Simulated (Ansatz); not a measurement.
Cost and result by functional for the adsorption energy of OH on the 1x1 (10-10) surface of wurtzite GaN (cut with top plane Ga + N), one in a 2x1 cell, started at the site 'hollow Ga-Ga-N-N', in Ansatz (plane waves, PAW). Single points on the PBE structure, on one kind of machine; costs are rough ratios of the slab run's core time (references not counted) to the cheapest single point. r2SCAN's cost holds its higher cutoff (500 against 420 eV). Differences are taken against r2SCAN for comparison alone: no measured value is at hand, so the table doesn't rank accuracy. The points keep PBE's geometry, so the relaxation of a polaron and the settling of charge on one site are left out.

Host crystal: wurtzite GaN, with a band gap (PBE, scalar-relativistic without spin-orbit coupling).

Slab: 34 atoms, 9.3 Å thick at the start under the adsorbate (thin: gaps and levels are the slab's own); k 3x4x1, smearing 0.01 eV, dipole-corrected; 16 atoms held, the rest relaxed; no symmetry held; spin-polarised, ending with about 1.0 μB a cell; orders that need a larger cell were not tried, no spin-orbit, no U, no dispersion correction. At the end it is bonded to Ga. In PBE it is, or lies within 0.03 eV of, the lowest of the starts that converged. These notes are the PBE run's. r2SCAN: The program's check for a lower electronic state was not made. Adsorption energies are against H2O(g) − ½ H2(g). A negative adsorption energy means that the adsorbate is more stable on the surface than in its reference.

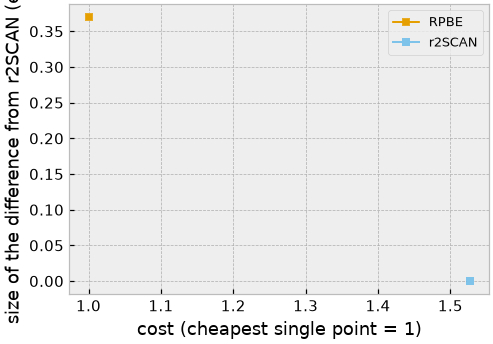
Figure: Difference from r2SCAN against cost

```csv
functional,relative cost,adsorption energy (eV),less r2SCAN (eV)
RPBE,1,0.47,0.37
r2SCAN,2,0.10,0.00
PBE (the relaxed run's value),–,0.44,0.34
```

The values span 0.37 eV, while the single points' costs differ by a factor of roughly 2. Differences are of unrounded values.

Ansatz is a quantum-chemistry and plane-wave program.
